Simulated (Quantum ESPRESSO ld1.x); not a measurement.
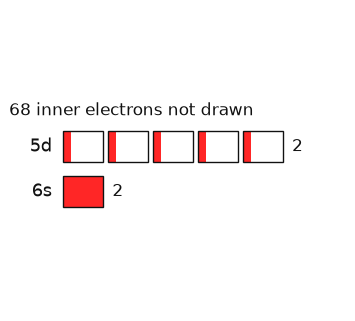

The outer shells as the input fills them: a box for each of the 2l + 1 orbitals, shaded by the share of the shell that is filled, with the electron count at the right.

Atomic calculation, with input and output: Hf

The neutral hafnium atom in the configuration [Xe] 4f14 5d2 6s2. Computed at this level: scalar-relativistic Kohn-Sham, LDA (Slater exchange, VWN5 correlation), spin-unpolarised, spherical densities, point nucleus (Quantum ESPRESSO ld1.x 7.5).

## Summary

| quantity | value |
| --- | --- |
| outcome | converged |
| total energy | −15069.2307 hartree |
| kinetic energy | 16509.2413 hartree |
| electron–nucleus energy | −37185.9452 hartree |
| Hartree energy | 5906.0701 hartree |
| exchange–correlation energy | −298.596795 hartree |
| radius at density 0.001 e/bohr³ | 4.97 bohr |
| SCF iterations | 24 |
| hardware | 1 CPU thread, shared host |
| wall time | 0.74 s |

## The input
```
 &input
    atom='Hf',
    iswitch=1,
    rel=1,
    dft='SLA-VWN',
    config='[Xe] 4f14 5d2 6s2',
    verbosity='high',
    prefix='ld1',
    max_out_wfc=37,
    file_charge='ld1.rho',
 /
```

## The program's output
```
     Program LD1 v.7.5 starts

     --------------------------- All-electron run ----------------------------

     scalar relativistic calculation

     atomic number is 72.00
     dft =SLA-VWN   lsd =0 sic =0 latt =0  beta=0.20 tr2=1.0E-14
     Exchange-correlation= SLA-VWN
                           (   1   2   0   0   0   0   0)
     mesh =2111 r(mesh) =  99.81654 a.u. xmin = -8.00 dx = 0.00800
     1 Ry =  13.60569312 eV, c = 137.03599908

     n l     nl                  e(Ry)          e(Ha)          e(eV)
     1 0     1S 1( 2.00)   -4794.477210662   -2397.238605331 -65232.1856135
     2 0     2S 1( 2.00)    -820.029922877    -410.014961439 -11157.0754823
     2 1     2P 1( 6.00)    -720.307173128    -360.153586564  -9800.2783519
     3 0     3S 1( 2.00)    -186.805156465     -93.402578232  -2541.6136327
     3 1     3P 1( 6.00)    -157.018581601     -78.509290800  -2136.3466359
     4 0     4S 1( 2.00)     -37.585426211     -18.792713106   -511.3757749
     4 1     4P 1( 6.00)     -27.808822737     -13.904411368   -378.3583083
     3 2     3D 1(10.00)    -121.704067621     -60.852033811  -1655.8681959
     5 0     5S 1( 2.00)      -4.937546862      -2.468773431    -67.1787474
     5 1     5P 1( 6.00)      -2.625276613      -1.312638306    -35.7187080
     4 2     4D 1(10.00)     -15.175192564      -7.587596282   -206.4690131
     4 3     4F 1(14.00)      -1.252251966      -0.626125983    -17.0377560
     5 2     5D 1( 2.00)      -0.210988269      -0.105494135     -2.8706416
     6 0     6S 1( 2.00)      -0.386594652      -0.193297326     -5.2598882

     final scf error:  1.1E-15 reached in  24 iterations

     Etot =  -30138.461351 Ry,  -15069.230676 Ha, -410054.656346 eV

     Ekin =   33018.482534 Ry,   16509.241267 Ha,  449239.340747 eV
     Encl =  -74371.890451 Ry,  -37185.945225 Ha,-1011881.118447 eV
     Eh   =   11812.140156 Ry,    5906.070078 Ha,  160712.354087 eV
     Exc  =    -597.193591 Ry,    -298.596795 Ha,   -8125.232732 eV

     normalization and overlap integrals

     s(1S/1S) =  1.000000  <r> =   0.0190  <r2> =    0.0005  r(max) =   0.0119
     s(1S/2S) = -0.030017
     s(1S/3S) = -0.013121
     s(1S/4S) = -0.006389
     s(1S/5S) = -0.002608
     s(1S/6S) = -0.000778
     s(2S/2S) =  1.000000  <r> =   0.0804  <r2> =    0.0076  r(max) =   0.0682
     s(2S/3S) = -0.008347
     s(2S/4S) = -0.003880
     s(2S/5S) = -0.001569
     s(2S/6S) = -0.000468
     s(2P/2P) =  1.000000  <r> =   0.0717  <r2> =    0.0063  r(max) =   0.0559
     s(2P/3P) = -0.006631
     s(2P/4P) = -0.002910
     s(2P/5P) = -0.001042
     s(3S/3S) =  1.000000  <r> =   0.2088  <r2> =    0.0499  r(max) =   0.1915
     s(3S/4S) = -0.002791
     s(3S/5S) = -0.001094
     s(3S/6S) = -0.000324
     s(3P/3P) =  1.000000  <r> =   0.2087  <r2> =    0.0505  r(max) =   0.1900
     s(3P/4P) = -0.002359
     s(3P/5P) = -0.000819
     s(4S/4S) =  1.000000  <r> =   0.4685  <r2> =    0.2479  r(max) =   0.4366
     s(4S/5S) = -0.000754
     s(4S/6S) = -0.000221
     s(4P/4P) =  1.000000  <r> =   0.4979  <r2> =    0.2822  r(max) =   0.4581
     s(4P/5P) = -0.000571
     s(3D/3D) =  1.000000  <r> =   0.1890  <r2> =    0.0419  r(max) =   0.1543
     s(3D/4D) = -0.001704
     s(3D/5D) = -0.000334
     s(5S/5S) =  1.000000  <r> =   1.1343  <r2> =    1.4488  r(max) =   1.0114
     s(5S/6S) = -0.000116
     s(5P/5P) =  1.000000  <r> =   1.3430  <r2> =    2.0538  r(max) =   1.1587
     s(4D/4D) =  1.000000  <r> =   0.5354  <r2> =    0.3327  r(max) =   0.4692
     s(4D/5D) = -0.000251
     s(4F/4F) =  1.000000  <r> =   0.6772  <r2> =    0.5954  r(max) =   0.4545
     s(5D/5D) =  1.000000  <r> =   2.4911  <r2> =    7.7720  r(max) =   1.7012
     s(6S/6S) =  1.000000  <r> =   3.4243  <r2> =   13.3827  r(max) =   2.8615

     ------------------------ End of All-electron run ------------------------
```

## Orbitals

| orbital | occupation | energy (eV) | ⟨r⟩ (bohr) | outer maximum (bohr) |
| --- | --- | --- | --- | --- |
| 1s | 2 | −65232.2 | 0.01900 | 0.0119 |
| 2s | 2 | −11157.1 | 0.08042 | 0.0682 |
| 2p | 6 | −9800.3 | 0.07175 | 0.0559 |
| 3s | 2 | −2541.6 | 0.2088 | 0.192 |
| 3p | 6 | −2136.3 | 0.2087 | 0.190 |
| 3d | 10 | −1655.9 | 0.1890 | 0.154 |
| 4s | 2 | −511.376 | 0.4685 | 0.437 |
| 4p | 6 | −378.358 | 0.4979 | 0.458 |
| 4d | 10 | −206.469 | 0.5354 | 0.469 |
| 5s | 2 | −67.179 | 1.134 | 1.01 |
| 5p | 6 | −35.719 | 1.343 | 1.16 |
| 4f | 14 | −17.038 | 0.6772 | 0.455 |
| 6s | 2 | −5.260 | 3.424 | 2.86 |
| 5d | 2 | −2.871 | 2.491 | 1.70 |

## Slater integrals of the outer shells (hartree)

```csv
integral,value
"F0(5d,5d)",0.3701
"F2(5d,5d)",0.1790
"F4(5d,5d)",0.1141
"F0(5d,6s)",0.2969
"G2(5d,6s)",0.1020
"F0(5d,4f)",0.5024
"F2(5d,4f)",0.1006
"F4(5d,4f)",0.0459
```

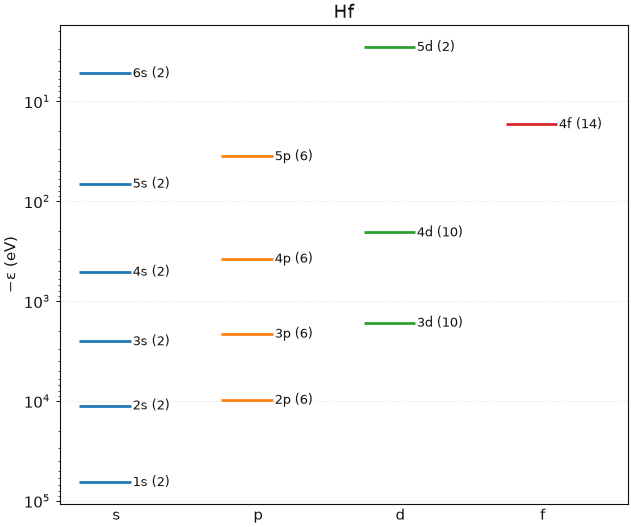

All occupied levels, on a logarithmic scale of binding energy, are drawn by angular momentum (occupations in brackets). The highest occupied level is 5d at −2.87 eV. The highest 3 occupied levels, from the top down, are 5d (−2.87 eV), 6s (−5.26 eV), 4f (−17.0 eV).

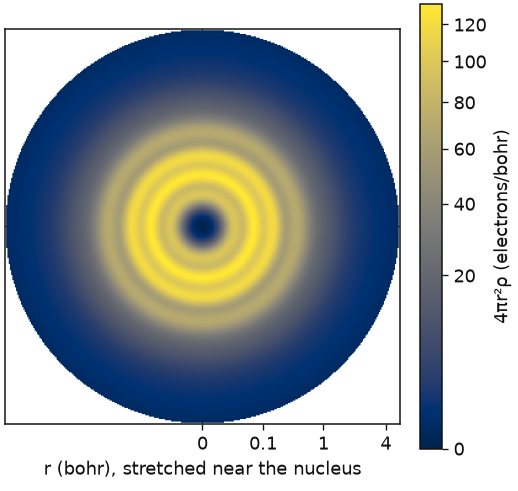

The radial density 4πr²ρ as a disc about the nucleus, with the radius drawn as r to the power 0.3. There are 4 maxima, at r = 0.0129, 0.0586, 0.163 and 0.437 bohr, parted by minima at 0.0247, 0.106 and 0.310 bohr, inside which lie 1.9, 11.1 and 29.9 electrons. The configuration has 6 principal shells, so not every shell has a maximum of its own.
